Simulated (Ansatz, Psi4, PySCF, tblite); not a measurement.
Interaction energy of BBr3 ··· HCl (SMILES BrB(Br)Br and Cl). Monomers: optimised at B3LYP-D3(BJ) (def2-TZVP), held rigid. Orientation: lowest of the rigid-body minima from ten starts at GFN2-xTB. The monomers approach along the line of their centres of mass (distance R); nothing else relaxes.

Geometry at R = 3.26 Å (first 4 atoms: monomer A):
```
6

B     -0.0002     0.0001     0.0002
Br    -1.5209    -1.1474    -0.0933
Br    -0.0291     1.6952    -0.8736
Br     1.5502    -0.5478     0.9667
Cl     1.2321    -1.0858    -2.8110
H      1.2303     0.0493    -3.4068
```

Levels: PBE/def2-TZVP, counterpoise-corrected (Psi4); GFN2-xTB (tblite); CCSD(T)/aug-cc-pVDZ = CCSD(T) on RHF/aug-cc-pVDZ, cores with 3d frozen, counterpoise-corrected (Ansatz, an electronic-structure program); RKS-B3LYP/6-31G* = restricted B3LYP/6-31G*, spherical d, no counterpoise correction run with PySCF; RHF/STO-3G = restricted Hartree-Fock/STO-3G, no counterpoise correction run with PySCF.

Interaction energies in kJ/mol (negative: bound); R is the distance of the centres of mass, d the B1···Cl5 distance.

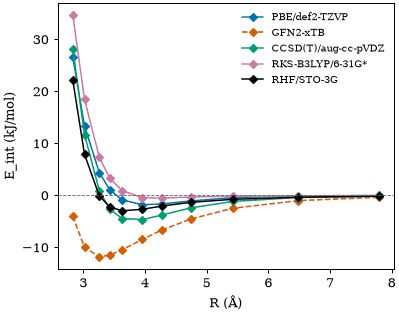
Fig. 1. Interaction energy against separation.

| R / Å | d / Å | PBE/def2-TZVP | GFN2-xTB | CCSD(T)/aug-cc-pVDZ | RKS-B3LYP/6-31G* | RHF/STO-3G |
|---|---|---|---|---|---|---|
| 2.83 | 2.83 | 26.54 | -4.00 | 28.17 | 34.72 | 22.16 |
| 3.02 | 3.02 | 13.41 | -10.00 | 11.71 | 18.48 | 7.91 |
| 3.26 | 3.26 | 4.37 | -11.82 | 0.91 | 7.35 | -0.09 |
| 3.43 | 3.43 | 1.09 | -11.47 | -2.66 | 3.33 | -2.21 |
| 3.63 | 3.63 | -0.87 | -10.45 | -4.44 | 0.90 | -2.96 |
| 3.96 | 3.96 | -1.79 | -8.44 | -4.64 | -0.41 | -2.66 |
| 4.28 | 4.28 | -1.63 | -6.64 | -3.75 | -0.52 | -2.03 |
| 4.74 | 4.74 | -1.06 | -4.54 | -2.40 | -0.31 | -1.33 |
| 5.43 | 5.43 | -0.43 | -2.47 | -1.15 | -0.14 | -0.74 |
| 6.49 | 6.49 | -0.07 | -0.99 | -0.40 | -0.08 | -0.34 |
| 7.79 | 7.79 | -0.01 | -0.37 | -0.13 | -0.03 | -0.15 |

Lowest grid point: PBE/def2-TZVP -1.79 kJ/mol at R = 3.96 Å; GFN2-xTB -11.82 kJ/mol at R = 3.26 Å; CCSD(T)/aug-cc-pVDZ -4.64 kJ/mol at R = 3.96 Å; RKS-B3LYP/6-31G* -0.52 kJ/mol at R = 4.28 Å; RHF/STO-3G -2.96 kJ/mol at R = 3.63 Å.
